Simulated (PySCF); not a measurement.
# C₆H₄BClO₂: runs on many settings, part 2 of 2

PySCF 2.14.0. Atoms count from 0. The steps go on from the part before.

## 4. TDDFT and polarisability: B3LYP/ANO-RCC-VDZP in methanol

Job settings and geometry (Å):

```
{"job": {"kind": "uv", "xc": "B3LYP", "basis": "ANO-RCC-VDZP", "solvent": "methanol", "nstates": 1, "ntriplets": 5, "tda": false, "grid": 4}, "charge": 0, "multiplicity": 1}
Cl     4.277006    -0.438096     0.306753
B      2.587954    -0.264154     0.184605
O      1.899064     0.874644     0.540705
C      0.583771     0.596576     0.289279
C     -0.531633     1.388125     0.466922
C     -1.753630     0.829193     0.119848
C     -1.849256    -0.461892    -0.381552
C     -0.727650    -1.259082    -0.561397
C      0.487251    -0.704975    -0.216267
O      1.741638    -1.245672    -0.282700
H     -0.450440     2.389146     0.856536
H     -2.651154     1.415234     0.243912
H     -2.819490    -0.858046    -0.638659
H     -0.794108    -2.261473    -0.950153
```

With the program's defaults for keys left out, this is: TDDFT B3LYP/ANO-RCC-VDZP, vertical, IEF-PCM methanol (non-equilibrium linear response), core orbitals frozen in the response.

Output:

```text
coarse grid: 13880 points
cycle   1  E = -866.3263206349  dE =  2.184e+00  |g| = 7.934e-01  |ddm| = 5.789e+00
cycle   2  E = -866.1635621149  dE =  1.628e-01  |g| = 1.227e+00  |ddm| = 1.499e+00
cycle   3  E = -866.4522913270  dE = -2.887e-01  |g| = 1.076e-01  |ddm| = 9.291e-01
cycle   4  E = -866.4547351326  dE = -2.444e-03  |g| = 3.634e-02  |ddm| = 1.203e-01
cycle   5  E = -866.4550350167  dE = -2.999e-04  |g| = 1.145e-02  |ddm| = 4.101e-02
cycle   6  E = -866.4550680922  dE = -3.308e-05  |g| = 3.884e-03  |ddm| = 1.583e-02
cycle   7  E = -866.4550717249  dE = -3.633e-06  |g| = 1.009e-03  |ddm| = 4.689e-03
final grid: 347800 points
cycle   8  E = -866.4546193113  dE = -3.947e-05  |g| = 4.706e-03  |ddm| = 3.825e-02
cycle   9  E = -866.4546180021  dE =  1.309e-06  |g| = 5.267e-03  |ddm| = 9.676e-03
cycle  10  E = -866.4546254964  dE = -7.494e-06  |g| = 6.236e-04  |ddm| = 5.212e-03
cycle  11  E = -866.4546255677  dE = -7.132e-08  |g| = 2.522e-04  |ddm| = 6.899e-04
cycle  12  E = -866.4546255807  dE = -1.297e-08  |g| = 5.607e-05  |ddm| = 2.313e-04
cycle  13  E = -866.4546255812  dE = -5.771e-10  |g| = 2.316e-05  |ddm| = 6.438e-05
converged SCF energy = -866.4546255812

Static polarisability (au): isotropic 115.542, principal 55.577 119.273 171.774

Singlet excitations
state   eV       nm        f      main configurations
  1   5.3285    232.7   0.10351   H->L 0.77, H-1->L+1 0.23

Triplet excitations (Tamm-Dancoff, eV): 4.2452 4.5273 4.8005 5.4069 5.7080
```

Run time: 40 s. Hardware: 1 thread of Arm Neoverse V2, shared host; peak memory 0.96 GiB.

Frontier orbitals and where they lie:

| orbital | eV | atoms |
| --- | --- | --- |
| HOMO−3 | -9.45 | Cl0 43 %, C5 11 %, C6 11 % |
| HOMO−2 | -9.41 | Cl0 80 %, B1 9 % |
| HOMO−1 | -7.10 | C4 26 %, C7 26 %, C6 10 % |
| HOMO | -6.59 | C8 18 %, C3 18 %, C5 17 % |
| LUMO | -0.43 | C4 21 %, C7 21 %, B1 11 % |
| LUMO+1 | 0.01 | C6 21 %, C5 21 %, C3 17 % |
| LUMO+2 | 0.49 | B1 42 %, O9 14 %, O2 14 % |

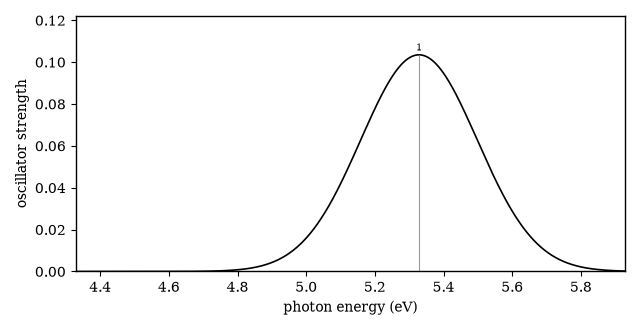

Absorption spectrum from the 1 singlet states computed; above the last one it falls off for lack of states. Lines are broadened to a width of 0.40 eV (Gaussian).

Ground-state properties from the same run:

| property | computed |
| --- | --- |
| dipole moment (D) | 2.65 |
| polarisability (Å³) | 17.12 |
| HOMO–LUMO gap (eV) | 6.16 |
| −ε(HOMO) (eV) | 6.59 |

## 5. Spin-spin couplings: X3LYP/def2-SVPD in chloroform

Settings changed since step 4:

```diff
@@ -1,2 +1,2 @@
-{"job": {"kind": "uv", "xc": "B3LYP", "basis": "ANO-RCC-VDZP", "solvent": "methanol", "nstates": 1, "ntriplets": 5, "tda": false, "grid": 4}, "charge": 0, "multiplicity": 1}
+{"job": {"kind": "j", "xc": "X3LYP", "basis": "def2-SVPD", "solvent": "chloroform", "scf": {"aux": "def2-qzvpp-jkfit", "conv": 1e-07}}, "charge": 0, "multiplicity": 1}
 Cl     4.277006    -0.438096     0.306753
```

Level: X3LYP/def2-SVPD indirect spin-spin coupling, non-relativistic, IEF-PCM chloroform.

Output:

```text
final grid: 134112 points
cycle   1  E = -865.9490296251  dE =  2.094e+00  |g| = 7.654e-01  |ddm| = 2.381e+01
cycle   2  E = -865.8109074684  dE =  1.381e-01  |g| = 1.155e+00  |ddm| = 8.468e+00
cycle   3  E = -866.0627429320  dE = -2.518e-01  |g| = 9.516e-02  |ddm| = 5.937e+00
cycle   4  E = -866.0644988928  dE = -1.756e-03  |g| = 3.710e-02  |ddm| = 5.836e-01
cycle   5  E = -866.0648261771  dE = -3.273e-04  |g| = 9.103e-03  |ddm| = 2.861e-01
cycle   6  E = -866.0648457973  dE = -1.962e-05  |g| = 3.187e-03  |ddm| = 3.480e-02
cycle   7  E = -866.0648481945  dE = -2.397e-06  |g| = 9.620e-04  |ddm| = 1.865e-02
cycle   8  E = -866.0648484317  dE = -2.371e-07  |g| = 1.734e-04  |ddm| = 3.351e-03
cycle   9  E = -866.0648484380  dE = -6.307e-09  |g| = 7.448e-05  |ddm| = 7.768e-04
converged SCF energy = -866.0648484380

Indirect spin-spin couplings (Hz)
  i      j    bonds     total        FC       PSO       DSO        SD
  1 B    2 O    1    -32.450   -36.438     4.534    -0.230    -0.316
  1 B    3 C    2      0.930     0.912    -0.098     0.095     0.021
  1 B    4 C    3      7.228     7.141     0.129    -0.089     0.047
  1 B    7 C    3      7.226     7.139     0.129    -0.089     0.047
  1 B    8 C    2      0.921     0.904    -0.099     0.095     0.021
  1 B    9 O    1    -32.449   -36.438     4.535    -0.230    -0.316
  1 B   10 H    4     -0.476    -0.473     0.333    -0.354     0.018
  1 B   13 H    4     -0.476    -0.473     0.333    -0.354     0.018
  2 O   10 H    3     -1.233    -1.416     0.221    -0.038         -
  2 O   11 H    4     -1.346    -1.405    -0.107     0.166         -
  2 O   12 H    5      0.290     0.189    -0.085     0.186         -
  2 O   13 H    4     -0.364    -0.469    -0.104     0.209         -
  3 C   10 H    2     -6.160    -5.134    -0.909    -0.117         -
  3 C   11 H    3     13.377    13.568     0.190    -0.381         -
  3 C   12 H    4     -2.789    -2.710     0.256    -0.335         -
  3 C   13 H    3      8.664     8.813     0.247    -0.396         -
  4 C   10 H    1    215.235   214.095     0.153     0.986         -
  4 C   11 H    2     -0.178     1.017    -0.910    -0.285         -
  4 C   12 H    3     10.880    11.134     0.227    -0.481         -
  4 C   13 H    4     -2.560    -2.410     0.270    -0.420         -
  5 C   10 H    2     -3.124    -1.901    -0.889    -0.333         -
  5 C   11 H    1    207.550   206.444     0.194     0.912         -
  5 C   12 H    2     -1.029     0.226    -0.939    -0.315         -
  5 C   13 H    3      9.994    10.256     0.222    -0.484         -
  6 C   10 H    3      9.990    10.252     0.222    -0.484         -
  6 C   11 H    2     -1.032     0.223    -0.939    -0.315         -
  6 C   12 H    1    207.566   206.460     0.194     0.912         -
  6 C   13 H    2     -3.118    -1.896    -0.889    -0.334         -
  7 C   10 H    4     -2.560    -2.410     0.270    -0.420         -
  7 C   11 H    3     10.878    11.132     0.227    -0.481         -
  7 C   12 H    2     -0.188     1.006    -0.910    -0.285         -
  7 C   13 H    1    215.241   214.102     0.153     0.986         -
  8 C   10 H    3      8.669     8.818     0.247    -0.396         -
  8 C   11 H    4     -2.789    -2.710     0.256    -0.335         -
  8 C   12 H    3     13.375    13.566     0.190    -0.381         -
  8 C   13 H    2     -6.168    -5.141    -0.911    -0.116         -
  9 O   10 H    4     -0.364    -0.469    -0.104     0.209         -
  9 O   11 H    5      0.291     0.189    -0.085     0.186         -
  9 O   12 H    4     -1.345    -1.404    -0.107     0.166         -
  9 O   13 H    3     -1.239    -1.422     0.222    -0.038         -
 10 H   11 H    3      6.751     6.931     0.201    -0.381         -
 11 H   12 H    3      6.449     6.626     0.154    -0.332         -
 12 H   13 H    3      6.749     6.929     0.202    -0.382         -
```

It took 43 s on 1 thread of Arm Neoverse V2, shared host; peak memory 1.1 GiB.

The basis is not made for couplings: without tight functions at the nuclei these values are rough.

In short: J(C4,H10) 215.2 Hz, J(C5,H11) 207.6 Hz, J(B1,O2) -32.4 Hz (means over like pairs).

## 6. Excited states and response: PBE0/def2-SVPD

Settings changed since step 5:

```diff
@@ -1,2 +1,2 @@
-{"job": {"kind": "j", "xc": "X3LYP", "basis": "def2-SVPD", "solvent": "chloroform", "scf": {"aux": "def2-qzvpp-jkfit", "conv": 1e-07}}, "charge": 0, "multiplicity": 1}
+{"job": {"kind": "uv", "xc": "PBE0", "basis": "def2-SVPD", "nstates": 6, "ntriplets": 0, "tda": true, "grid": 1}, "charge": 0, "multiplicity": 1}
 Cl     4.277006    -0.438096     0.306753
```

Level: TDA PBE0/def2-SVPD, vertical, gas phase, core orbitals frozen in the response.

Output:

```text
final grid: 62824 points
cycle   1  E = -865.5600228477  dE =  2.150e+00  |g| = 6.987e-01  |ddm| = 2.132e+01
cycle   2  E = -865.4654580070  dE =  9.456e-02  |g| = 1.001e+00  |ddm| = 7.751e+00
cycle   3  E = -865.6562838917  dE = -1.908e-01  |g| = 8.414e-02  |ddm| = 5.418e+00
cycle   4  E = -865.6576860367  dE = -1.402e-03  |g| = 3.621e-02  |ddm| = 5.271e-01
cycle   5  E = -865.6580018128  dE = -3.158e-04  |g| = 1.024e-02  |ddm| = 3.349e-01
cycle   6  E = -865.6580240406  dE = -2.223e-05  |g| = 3.760e-03  |ddm| = 4.974e-02
cycle   7  E = -865.6580277249  dE = -3.684e-06  |g| = 9.335e-04  |ddm| = 1.513e-02
cycle   8  E = -865.6580279572  dE = -2.323e-07  |g| = 1.886e-04  |ddm| = 3.150e-03
cycle   9  E = -865.6580279654  dE = -8.283e-09  |g| = 6.581e-05  |ddm| = 9.168e-04
cycle  10  E = -865.6580279666  dE = -1.166e-09  |g| = 1.169e-05  |ddm| = 2.294e-04
cycle  11  E = -865.6580279666  dE = -2.706e-11  |g| = 7.353e-06  |ddm| = 5.437e-05
converged SCF energy = -865.6580279666

Static polarisability (au): isotropic 97.303, principal 57.948 95.019 138.942

Singlet excitations
state   eV       nm        f      main configurations
  1   5.3771    230.6   0.06918   H->L 0.69, H-1->L+1 0.30
  2   6.1998    200.0   0.00035   H->L+1 0.55, H-1->L 0.41
  3   6.2570    198.2   0.00082   H->L+2 0.97
  4   6.6149    187.4   0.30020   H->L+3 0.91
  5   6.8760    180.3   0.01057   H->L+4 0.98
  6   6.8827    180.1   0.00000   H-1->L+2 0.96
```

It took 26 s on 1 thread of Arm Neoverse V2, shared host; peak memory 1.1 GiB.

Key values: HOMO -7.08 eV, LUMO -0.66 eV; lowest singlet 5.38 eV.

## 7. Run by run: spin-spin couplings

Couplings (Hz), each a mean over the pairs like the one named, with basis size and wall time:

| run | C4–H10 | C5–H11 | B1–O2 | C3–H11 | C4–H12 | C5–H13 | H10–H11 | functions | time |
| --- | --- | --- | --- | --- | --- | --- | --- | --- | --- |
| PBE0/pcSseg-1 | 162.4 | 158.5 | -19.6 | 10.2 | 8.1 | 7.3 | 6.8 | 197 | 30 s |
| X3LYP/def2-SVPD in chloroform | 215.2 | 207.6 | -32.4 | 13.4 | 10.9 | 10.0 | 6.8 | 245 | 43 s |

## 8. Side by side: electronic excitations

Excitations and ground-state properties, with basis size and wall time:

| run | lowest singlet (eV) | brightest (eV) | f | gap (eV) | α (Å³) | μ (D) | functions | time |
| --- | --- | --- | --- | --- | --- | --- | --- | --- |
| B3LYP/ANO-RCC-VDZP in methanol | 5.33 | 5.33 | 0.104 | 6.16 | 17.12 | 2.65 | 164 | 40 s |
| PBE0/def2-SVPD | 5.38 | 6.61 | 0.300 | 6.42 | 14.42 | 2.03 | 245 | 26 s |

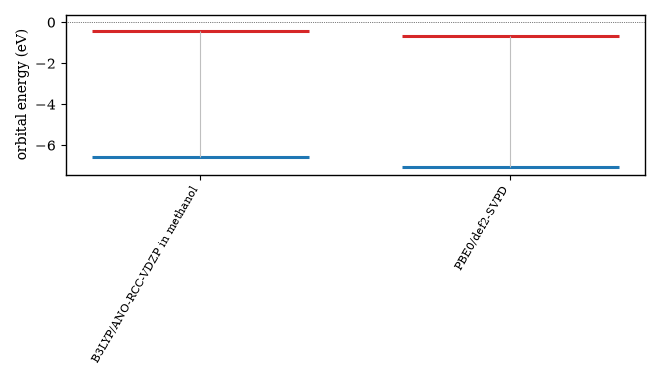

HOMO (blue) and LUMO (red) run by run.

## 9. Results

The summary covers parts 1 to 2.

| quantity | value |
| --- | --- |
| shieldings of C, H, Cl, B, O (PBE0/ANO-RCC-VDZP, chloroform, a mean where the table joins atoms) | C3 37.4, C5 66.4, C4 77.3, H10 23.9, H11 24.0, Cl0 965.0, B1 77.4, O2 137.5 ppm |
| largest coupling of the table (PBE0/pcSseg-1) | 1J(C,H) C4–H10, 162.4 Hz |
| lowest singlet (B3LYP/ANO-RCC-VDZP) | 5.33 eV (233 nm), f = 0.104 |
| lowest triplet | 4.25 eV |
| range of J(C4,H10), mean over like pairs | 162.4 to 215.2 Hz |
| range of the lowest singlet | 5.33 to 5.38 eV |

What this shows: Single values in the summary come from the first run of each kind that ended normally (PBE0/ANO-RCC-VDZP; PBE0/pcSseg-1; B3LYP/ANO-RCC-VDZP), which need not be the best level. At PBE0/ANO-RCC-VDZP: The largest span, 255 ppm, is at O2, O9, where the paramagnetic term is -250 ppm. NICS(1)zz of -29 ppm above the planar ring from C3 marks a diatropic (aromatic) ring current. Of the pairs tabulated at PBE0/pcSseg-1, C4–H10 (mean over like pairs) couples most strongly (162.4 Hz; Fermi contact 161.0 Hz). The lowest singlet, at 5.33 eV, is HOMO→LUMO 0.77, HOMO−1→LUMO+1 0.23 and is bright. The lowest triplet lies 1.08 eV below the lowest singlet (triplets in Tamm-Dancoff, singlets in full TDDFT). The coupling C4–H10, as a mean over pairs of its kind, runs from 162.4 Hz (PBE0/pcSseg-1) to 215.2 Hz (X3LYP/def2-SVPD in chloroform). The lowest singlet runs from 5.33 eV (B3LYP/ANO-RCC-VDZP in methanol) to 5.38 eV (PBE0/def2-SVPD), while the orbital gap spans 6.16 to 6.42 eV. The lowest state need not be the same one in every run. The runs solved for a few states only, so the brightest column depends on that window. Couplings from bases without tight functions are rough.
